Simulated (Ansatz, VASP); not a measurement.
# Cross-check of SnO2 (Cassiterite) between VASP and Ansatz

Wanted: the spread between two codes on one cell, functional and k mesh. Other levels of theory on this material are compared in a session of their own. Valence electrons are named where the data sets of a main pair hold unlike numbers.

Program: Ansatz 0.2.0. Level of theory: plane waves, with VASP 6.6.1 beside it; band structure at PBE, spin-orbit coupling. Results are calculated unless marked as measured.

## (1) Starting point

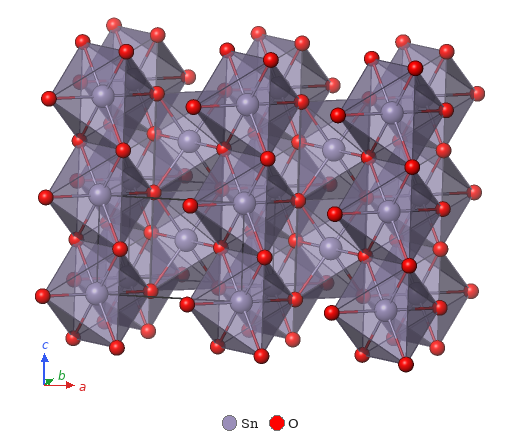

The cell as given, slightly off an axis (tin purple, oxygen red). 2×1×2 cells are drawn. Some periodic images of atoms are drawn too.

## (2) Ansatz: band structure, PBE, spin-orbit coupling

Ansatz runs on its fully relativistic PAW (standard-fr) files.

The same path points are solved in both programs, so levels can be compared one by one.

Contents of input.yaml:

```yaml
crystal:
  lattice:
    - [4.738, 0.0, 0.0]
    - [0.0, 4.738, 0.0]
    - [0.0, 0.0, 3.1865]
  atoms:
    - { symbol: Sn, position: [0.0, 0.0, 0.0] }
    - { symbol: Sn, position: [0.5, 0.5, 0.5] }
    - { symbol: O, position: [0.3071, 0.3071, 0.0] }
    - { symbol: O, position: [0.1929, 0.8071, 0.5] }
    - { symbol: O, position: [0.6929, 0.6929, 0.0] }
    - { symbol: O, position: [0.8071, 0.1929, 0.5] }
hamiltonian:
  xc: pbe
  pseudopotentials: { kind: paw_fr }
magnetization:
  noncollinear: true
  spin_orbit: true
kpoints:
  mp_grid: { grid: [5, 5, 7] }
  band_path:
    path:
      - [0.0, 0.0, 0.0]
      - [0.0, 0.13333, 0.0]
      - [0.0, 0.3, 0.0]
      - [0.0, 0.46667, 0.0]
      - [0.1, 0.5, 0.0]
      - [0.26667, 0.5, 0.0]
      - [0.43333, 0.5, 0.0]
      - [0.43333, 0.43333, 0.0]
      - [0.26667, 0.26667, 0.0]
      - [0.1, 0.1, 0.0]
      - [0.0, 0.0, 0.03333]
      - [0.0, 0.0, 0.2]
      - [0.0, 0.0, 0.36667]
      - [0.0, 0.0, 0.5]
      - [0.0, 0.16667, 0.5]
      - [0.0, 0.3, 0.5]
      - [0.0, 0.46667, 0.5]
      - [0.1, 0.5, 0.5]
      - [0.26667, 0.5, 0.5]
      - [0.43333, 0.5, 0.5]
      - [0.43333, 0.43333, 0.5]
      - [0.26667, 0.26667, 0.5]
      - [0.1, 0.1, 0.5]
      - [0.0, 0.5, 0.03333]
      - [0.0, 0.5, 0.2]
      - [0.0, 0.5, 0.36667]
      - [0.5, 0.5, 0.0]
      - [0.5, 0.5, 0.16667]
      - [0.5, 0.5, 0.33333]
      - [0.5, 0.5, 0.5]
    npoints: 1
scf:
  occupations: { method: gaussian, width: 0.02 }
  n_extra_bands: 18
output:
  forces: true
  stress: true
  eigenvalues: true
  write_density: true
  write_potential: true
  elf: true
  volumetric_format: npy
```

Started as:

```bash
$ ansatz run input.yaml --threads 4 --pin off --max-ram 9216MiB --backend cpu --events-out ev --progress --plain --runs-dir out
```

Numbers of over 12 decimals in the logs are rounded to 6 here.

The log of the run:

```text
scf.n_extra_bands = 18 over 52 filled bands (N_el = 52.0): the run solves 70 bands
Engine: ansatz 0.2.0, aarch64-unknown-linux-gnu
Pseudopotentials: kind: paw_fr
Pseudopotential: Sn, paw_fr, valence charge 14, recommended cutoff 420 eV (normal), Sn.paw.azcp#standard-fr
Pseudopotential: O, paw_fr, valence charge 6, recommended cutoff 420 eV (normal), O.paw.azcp#standard-fr
Functional definition: PBE
  parameter kappa = 0.804
  parameter beta = 0.066725
  exchange = pbe_x(kappa = kappa, mu = beta*pi^2/3)
  correlation = pbe_c(beta = beta)
non-collinear run that drives no moment, with spin-orbit: no starting moment large enough to seed its density (crystal.atoms[].spin), no starting occupations that ask for one, no magnetisation constraint and no magnetic field, so the semilocal B_xc is pinned to zero
Crystal: 6 atoms, lattice volume = 71.533 Å³
Basis set: ecut = 420 eV, 1411 PW (Γ), exchange–correlation on 64×64×48 points (8 copies of the dense FFT grid, shifted against one another)
Bands: 70, of which v1, the nominal top of the filled ones, is band 52 counted from 1 (51 counted from 0)
Symmetry: 16 space group operations + 16 with time reversal
Magnetic group: BNS 136.496 (UNI 1156), of the structure as read, at distance tolerance 4.2e-5 Å
k-points: 24 of 175
Projection manifold: j_resolved (fully-relativistic pseudo-atomic orbitals)
Non-local potential: Sn, projectors of the file, l = 0: 2, l = 1: 4, l = 2: 4, l = 3: 4
Non-local potential: O, projectors of the file, l = 0: 2, l = 1: 4, l = 2: 2
PAW form: soft (Blöchl's): semilocal exchange-correlation on the pseudo side does not see the compensation charge
PAW one-centre angular grid: Sn, 590 points (default); XC on 64 Gauss nodes
PAW one-centre angular grid: O, 110 points (default); XC on 64 Gauss nodes
Initial density: superposition of atomic densities (chi_scale 0.1, normalization cell, long waves kept (reshape's long-wave potential 0.00 eV rms))
Initial wavefunctions: pseudopotential atomic-orbital guess
Functional: x = pbe(κ = 0.804, μ = 0.219515), c = pbe(β = 0.066725)
SCF iter   1: F=—  HF=-14323.210703 eV  |F-HF|=—  |Δ(HF+E_count)|=         —  Δρ=9.04e-2  dr2=4.30e0  dr2_m=0.00e0 (ungated)  ethr=3.10e-3  |M|=0.00e0 ∫|m|=0.00e0 μB  |m|>n=0.0e0 m-floor=0.0e0 τ_xc=0.0e0  β_m=0.30  ⟨swp⟩=6.0  Hψ=3990  notcnv=0  defer=106
preconditioner: auto → Resta (q_TF=auto, 2.587 Å⁻¹)  ε∞=3.2  [insulator: Δε(μ)=1.865 eV  Ē_g=21.581 eV  σ=0.020 eV  W_gap=1.00  n_scr=18 (ndim 8)  ℏωp=31.7 eV  f_vac=0.000  D(μ)=0.00/eV (n_scr^D=0)  ε∞_Penn≈3.2]
spin=Noncollinear: Resta preconditioning applied to the charge; magnetization (m_x, m_y, m_z) channels mix plain (no charge-response kernel on spin).
SCF iter   2: F=—  HF=-14322.418269 eV  |F-HF|=—  |Δ(HF+E_count)|=   7.92e-1  Δρ=5.63e-2  dr2=1.44e0  dr2_m=0.00e0 (ungated)  ethr=3.10e-3  |M|=0.00e0 ∫|m|=0.00e0 μB  |m|>n=0.0e0 m-floor=0.0e0 τ_xc=0.0e0  β_m=0.49  ⟨swp⟩=2.8  Hψ=1348  notcnv=0  defer=294
SCF iter   3: F=—  HF=-14322.107056 eV  |F-HF|=—  |Δ(HF+E_count)|=   3.11e-1  Δρ=1.70e-2  dr2=1.21e-1  dr2_m=0.00e0 (ungated)  ethr=2.77e-3  |M|=0.00e0 ∫|m|=0.00e0 μB  |m|>n=0.0e0 m-floor=0.0e0 τ_xc=0.0e0  β_m=0.61  ⟨swp⟩=3.0  Hψ=1386  notcnv=0  defer=294
SCF iter   4: F=—  HF=-14322.097204 eV  |F-HF|=—  |Δ(HF+E_count)|=   9.85e-3  Δρ=2.64e-3  dr2=3.54e-3  dr2_m=0.00e0 (ungated)  ethr=2.33e-4  |M|=0.00e0 ∫|m|=0.00e0 μB  |m|>n=0.0e0 m-floor=0.0e0 τ_xc=0.0e0  β_m=0.73  ⟨swp⟩=3.0  Hψ=1411  notcnv=0  defer=294
SCF iter   5: F=—  HF=-14322.100666 eV  |F-HF|=—  |Δ(HF+E_count)|=   3.46e-3  Δρ=8.08e-4  dr2=3.69e-4  dr2_m=0.00e0 (ungated)  ethr=6.81e-6  |M|=0.00e0 ∫|m|=0.00e0 μB  |m|>n=0.0e0 m-floor=0.0e0 τ_xc=0.0e0  β_m=0.87  ⟨swp⟩=2.0  Hψ=1053  notcnv=0  defer=294
SCF iter   6: F=—  HF=-14322.101106 eV  |F-HF|=—  |Δ(HF+E_count)|=   4.40e-4  Δρ=9.84e-5  dr2=5.87e-6  dr2_m=0.00e0 (ungated)  ethr=7.09e-7  |M|=0.00e0 ∫|m|=0.00e0 μB  |m|>n=0.0e0 m-floor=0.0e0 τ_xc=0.0e0  β_m=0.93  ⟨swp⟩=2.0  Hψ=1120  notcnv=0  defer=294
SCF iter   7: F=—  HF=-14322.101115 eV  |F-HF|=—  |Δ(HF+E_count)|=   9.41e-6  Δρ=1.66e-5  dr2=1.69e-7  dr2_m=0.00e0 (ungated)  ethr=1.13e-8  |M|=0.00e0 ∫|m|=0.00e0 μB  |m|>n=0.0e0 m-floor=0.0e0 τ_xc=0.0e0  β_m=0.97  ⟨swp⟩=2.0  Hψ=1201  notcnv=0  defer=294
SCF iter   8: F=-14322.101116 eV  HF=-14322.101116 eV  |F-HF|=4.83e-9  |Δ(HF+E_count)|=   1.90e-7  Δρ=2.26e-6  dr2=4.01e-9  dr2_m=0.00e0 (ungated)  ethr=1.92e-10  |M|=0.00e0 ∫|m|=0.00e0 μB  |m|>n=0.0e0 m-floor=0.0e0 τ_xc=0.0e0  ⟨swp⟩=15.3  Hψ=6574  notcnv=0
SCF 1 converged in 8 iterations: F = -14322.101116 eV  dr2 = 4.01e-9
  greatest PAW one-centre occupation: 0.996 electrons in one spin orbital (limit 2), on the Sn atom at site 1 (counted from 0), in its partial waves of l = 2
NSCF: frozen V_eff on 30 k-points
SCF converged after 8 iterations
Magnetization: |M| = 0.0000 μB,  M = (+0.0000, +0.0000, +0.0000) μB
Absolute magnetization: 0.0000 μB (∫|m|)
  site 0: m = (+0.0000, +0.0000, +0.0000) μB, |m| = 0.0000 μB  (R = 0.85 Å)
  site 1: m = (+0.0000, +0.0000, +0.0000) μB, |m| = 0.0000 μB  (R = 0.85 Å)
  site 2: m = (+0.0000, +0.0000, +0.0000) μB, |m| = 0.0000 μB  (R = 0.85 Å)
  site 3: m = (+0.0000, +0.0000, +0.0000) μB, |m| = 0.0000 μB  (R = 0.85 Å)
  site 4: m = (+0.0000, +0.0000, +0.0000) μB, |m| = 0.0000 μB  (R = 0.85 Å)
  site 5: m = (+0.0000, +0.0000, +0.0000) μB, |m| = 0.0000 μB  (R = 0.85 Å)
Free energy (F): -14322.101116 eV
Harris-Foulkes:  -14322.101116 eV  (|F-HF|=4.83e-9)
Internal energy: -14322.101116 eV  (E = F + TS)
E sigma→0 (E₀):  -14322.101116 eV
Fermi energy:    10.167646 eV
--- Per-component energies (eV) ---
  E_band       = -114.296955
  E_kinetic    = 1085.558694
  E_local      = -2860.666154  (includes V_loc(G=0)·N_el)
  E_nonlocal   = 135.256533
  E_hartree    = 1490.919189
  E_xc         = -1055.463406
  E_vxc        = -564.190006  (∫ρ·V_xc dr)
  E_paw        = -8934.864207  (= ΣΔE_a)
  E_vpaw       = -892.103691  (= ΣTr[D̂ρ^β])
  E_aug_tail   = 0.010014  (compensation charges beyond the density's cutoff)
  E_ewald      = -4182.851779
  E_smearing   = -0.000000  (= −TS)
  E_closure    = 0.000000  (closes the sum)
  Σ components = -14322.101116   (vs F -14322.101116, Δ=0.00e0)
--- Forces (eV/Å), atoms counted from 1 ---
  atom   1  Sn     0.00000000     0.00000000     0.00000000
  atom   2  Sn     0.00000000    -0.00000000    -0.00000000
  atom   3  O     -0.19325399    -0.19325399     0.00000000
  atom   4  O      0.19325399    -0.19325399    -0.00000000
  atom   5  O      0.19325399     0.19325399    -0.00000000
  atom   6  O     -0.19325399     0.19325399     0.00000000
  max |Σ_I F_I| component: 5.55e-17 eV/Å
--- Stress (GPa, compression-positive) ---
       10.059976       0.000000       0.000000
        0.000000      10.059976       0.000000
        0.000000       0.000000      12.974332
  P = ⅓ Tr σ = 11.0314 GPa (110.314 kbar)
--- Band table (eV; the first three rows and the last of 24) ---
  k-point 0: bands = [... 48 lower, 8.7628, 8.7628, 9.5237, 9.5237, 10.8116, 10.8116, 15.6984, 15.6984, ... 14 higher]
  k-point 1: bands = [... 48 lower, 8.7903, 8.7903, 9.3538, 9.3538, 11.9942, 11.9942, 16.0941, 16.0941, ... 14 higher]
  k-point 2: bands = [... 48 lower, 8.6308, 8.6308, 8.8828, 8.8828, 13.8231, 13.8231, 16.5296, 16.5296, ... 14 higher]
  k-point 23: bands = [... 48 lower, 8.6421, 8.6421, 8.6754, 8.6754, 14.6430, 14.6430, 14.7478, 14.7478, ... 14 higher]
```

Wall time 16 s (4 threads of Arm Neoverse V2, shared host); peak memory 0.7 GiB; 62 s of CPU time.

The column dr2 measures how far the density is from self-consistency, as an energy; F and HF (Harris–Foulkes) agree once it is small.

(Continued in part 2 of 2.)

[Lines on the potential files, build, host, timing and source positions are cut from VASP's logs without a mark.]

[Logs are printed without paths, hosts, clocks, repeated set-up lines and the standing remarks that a program may print on its own settings, such as how far it seeks lower states.]

[Hosts, paths, dates, database ids (printed as entryN), source tags and the programs' standing remarks are cut or masked in the printed files.]
